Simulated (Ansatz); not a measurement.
## Electronic structure of AsH₂Si (SMILES [SiH]=[AsH]) (doublet) in real space

The calculation's input:

```
crystal:
  periodic: [false, false, false]
  atoms:
    - {symbol: As, position_ang: [-0.931518, 0.777636, 0.192088]}
    - {symbol: Si, position_ang: [0.608886, -0.781499, 0.084415]}
    - {symbol: H, position_ang: [-0.665771, 1.330884, -1.205427]}
    - {symbol: H, position_ang: [0.741003, -1.649031, 1.305813]}
basis:
  gaussian:
    orbitals: def2-TZVPD
hamiltonian:
  xc: pbe0
output: {forces: true, orbitals: {seedname: orbitals}}
magnetization:
  spin_polarized: true
  initial_magnetization: 1
```

Launched as:

```sh
ansatz run input.yaml --threads 2 --pin off --max-ram 4350MiB --events-out events.jsonl --progress --plain --runs-dir runs
```

Geometry: B3LYP-D3(BJ)/6-311G**.

All numbers below come from isolated molecule in a Gaussian basis; Kohn-Sham density functional theory, functional PBE0 in Ansatz 0.2.0.

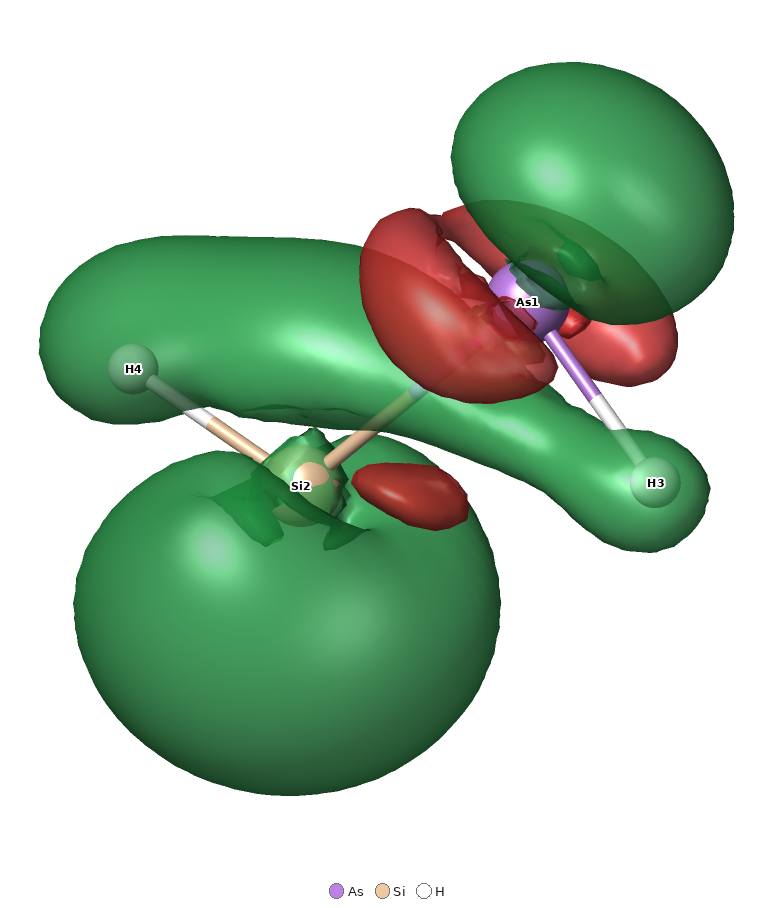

Figure 1. Isosurfaces of the spin density (α minus β) at +0.015 (green) and −0.015 e/Å³ (red), seen at a tilt.

### Where is the unpaired spin?

The unpaired spin (1 electron) lies mostly on Si2 (about 0.8), As1 (about 0.1) and H4 (about 0.1), in electrons by Hirshfeld's partition.

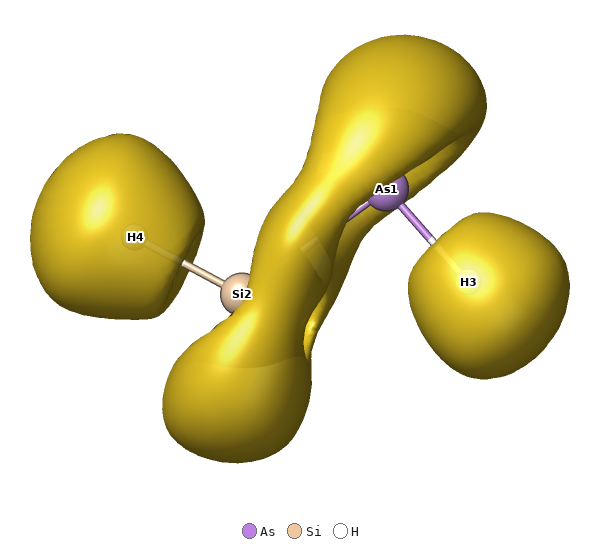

Figure 2. Isosurface of the electron localisation function at 0.75 (yellow), seen across its widest extent. Core shells and regions of very low density are left out.

### What do the ELF domains correspond to?

At this value the surface marks out two regions around hydrogen nuclei and one joined region spread over several atoms (As, Si), in which their bonds and any lone pairs are merged. Profiles from the grid: Si–As (2.19 Å): the ELF peaks at about 0.85 between the atoms (localised, covalent bonding). Si–H (1.50 Å): the ELF climbs to about 1 towards the hydrogen, as it does in any bond to H.

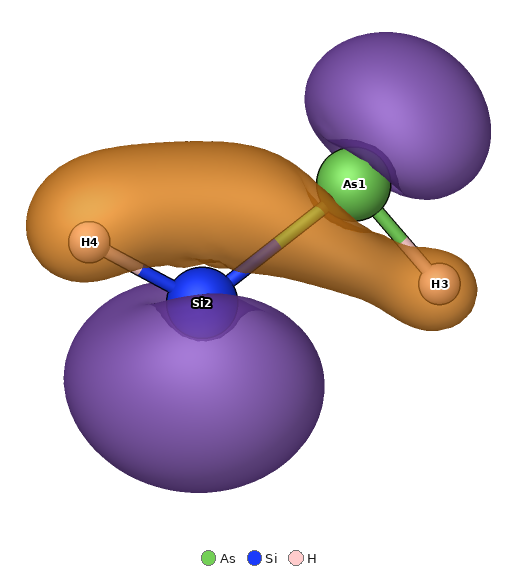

Figure 3. The LUMO (β) at ±0.1 Å⁻³ᐟ² (orange and purple are the two phases), seen at a tilt.

### Where does this orbital lie, and at what energy?

By Hirshfeld shares it lies mainly on Si2 (about 65 %), As1 (about 25 %) and H4 (about 5 %); it is symmetric in the molecular plane (an in-plane orbital: σ, lone-pair or in-plane π type). Its energy is −3.65 eV.
